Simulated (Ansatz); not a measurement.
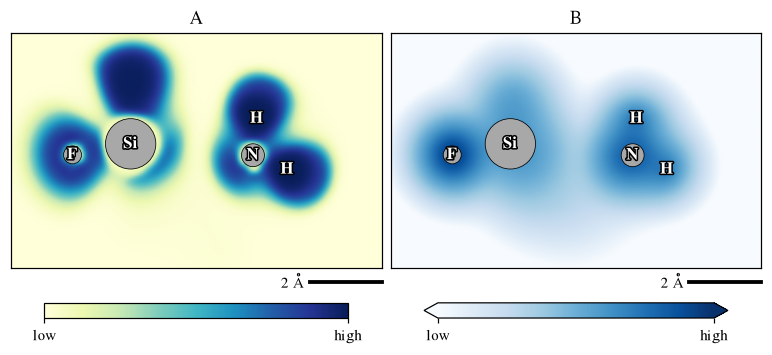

ClFH₄InNSi: 2 fields on the plane of atoms H7, N4 and H9, with unlabelled colour scales. Grey discs cover the atomic cores.

Geometry: B3LYP-D3(BJ)/def2-SVP; core potentials replace the inner electrons of In.

These are results of Ansatz 0.2.0, isolated molecule in a Gaussian basis; Kohn-Sham density functional theory, functional PBE0, not measurements.

```xyz
9

Cl    0.3042    0.3815    1.2347
F     2.9481   -1.0938    1.2181
In    1.3669   -0.0533   -2.2077
N    -1.1624   -0.5733   -1.6030
Si    1.5319   -1.2158    0.3902
H    -1.2182   -0.1928   -0.6516
H    -1.8567   -0.0931   -2.1774
H     0.8596   -2.4202    1.0094
H    -1.4393   -1.5555   -1.5481
```

Question: Which field does each panel show? The fields are: electron density and electron localisation function.

Answer: Panel A: electron localisation function. Panel B: electron density. From the grid: Si–F (1.65 Å): ρ at the midpoint is about 1 e/Å³; the ELF peaks at about 0.85 in the valence shell of F, 0.6 Å from its nucleus, and is about 0.50 at the midpoint. N–H (1.02 Å): ρ is about 2.8 e/Å³ halfway; the ELF climbs to about 1 towards the hydrogen, as it does in any bond to H: a covalent bond by its length.
